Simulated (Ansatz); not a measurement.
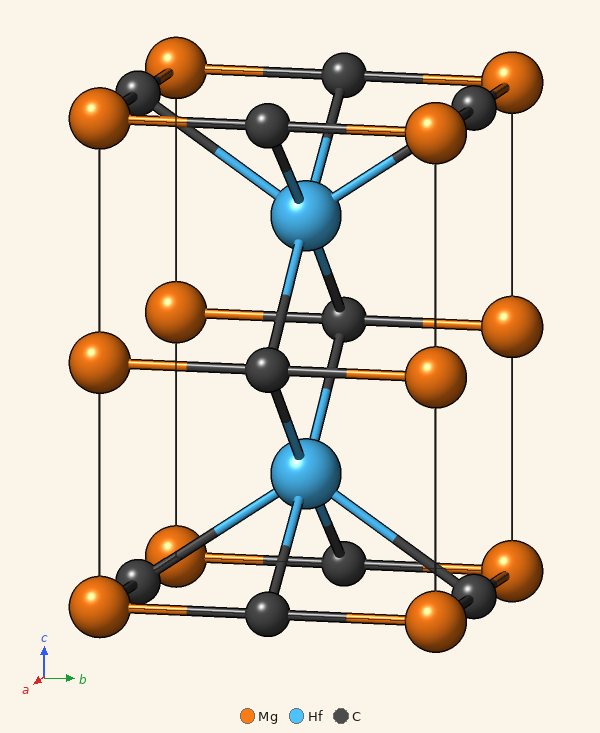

View slightly off an axis, drawn as a ball-and-stick model. The wireframe shows the simulation cell.

The program read this input:
```yaml
crystal:
  lattice:
    - [3.7700815072, 0.0, 0.0]
    - [0.0, 4.2738561937, 0.0]
    - [0.0, 0.0, 6.1073671285]
  atoms:
    - { symbol: Mg, position: [0.0, 0.0, 0.0] }
    - { symbol: Mg, position: [0.0, 0.0, 0.5] }
    - { symbol: Hf, position: [0.5, 0.5, 0.2358645623] }
    - { symbol: Hf, position: [0.5, 0.5, 0.7641354377] }
    - { symbol: C, position: [0.0, 0.5, 0.0] }
    - { symbol: C, position: [0.0, 0.5, 0.5] }
    - { symbol: C, position: [0.5, 0.0, 0.0] }
basis:
  ecutwfc: 420
kpoints:
  mp_grid: { grid: [10, 10, 6] }
  band_path:
    path:
      - [[0.0, 0.0, 0.0], [0.5, 0.0, 0.0], [0.5, 0.5, 0.0], [0.0, 0.5, 0.0], [0.0, 0.0, 0.0], [0.0, 0.0, 0.5], [0.5, 0.0, 0.5], [0.5, 0.5, 0.5], [0.0, 0.5, 0.5], [0.0, 0.0, 0.5]]
      - [[0.5, 0.0, 0.0], [0.5, 0.0, 0.5]]
      - [[0.0, 0.5, 0.0], [0.0, 0.5, 0.5]]
      - [[0.5, 0.5, 0.0], [0.5, 0.5, 0.5]]
    npoints: 14
hamiltonian:
  xc: pbe
scf:
  occupations: { method: gaussian, width: 0.1 }
  n_extra_bands: 17
output:
  forces: true
  stress: true
  eigenvalues: true
  populations: true
  dos: { projected: true, de: 0.02, nscf_kmesh: { grid: [12, 12, 8] } }
  bader: true
  write_density: true
  write_potential: true
  elf: true
  volumetric_format: npy
```
Run as:
```sh
ansatz run input.yaml --threads 1 --pin off --max-ram 2560MiB --backend cpu --events-out ev --progress --plain --runs-dir out
```

Calculation details: DFT PBE, scalar-relativistic, plane waves, PAW (Ansatz 0.2.0); E_cut = 420 eV, k-grid 10×10×6, Gaussian smearing of 0.1 eV, no spin polarisation.

> What charge does Bader's analysis assign to each element?

Hf +1.74 e; Mg +1.44 to +1.57 e; C -2.52 to -1.86 e.

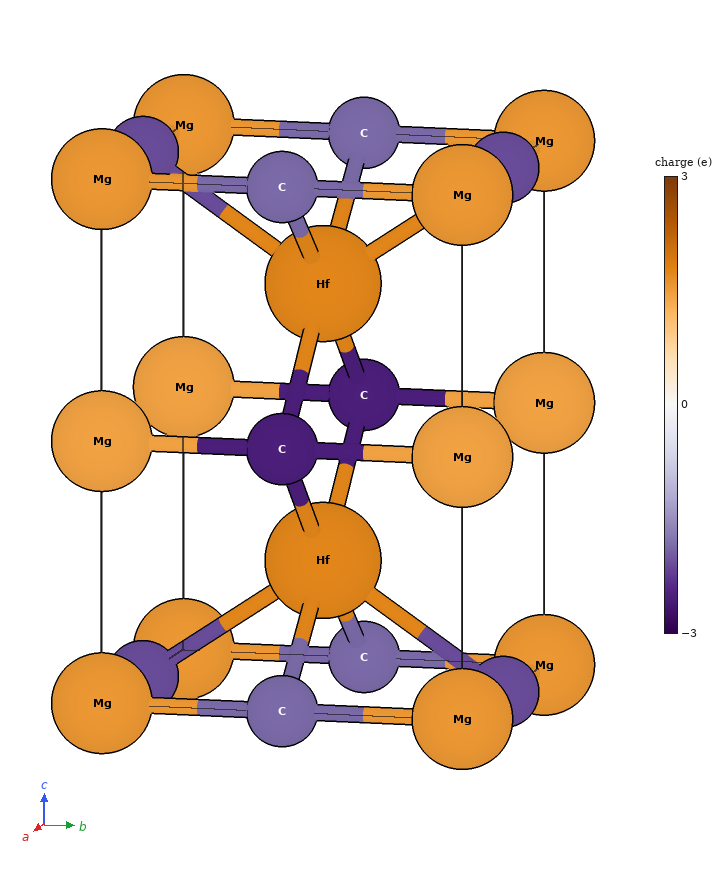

The atoms coloured by those charges.

Provenance: a structure type filled with these elements by a generator (whether the compound takes this form wasn't checked). Earlier steps of the study may have refined or changed the cell and positions. An electronic-structure calculation with Ansatz was run on it.
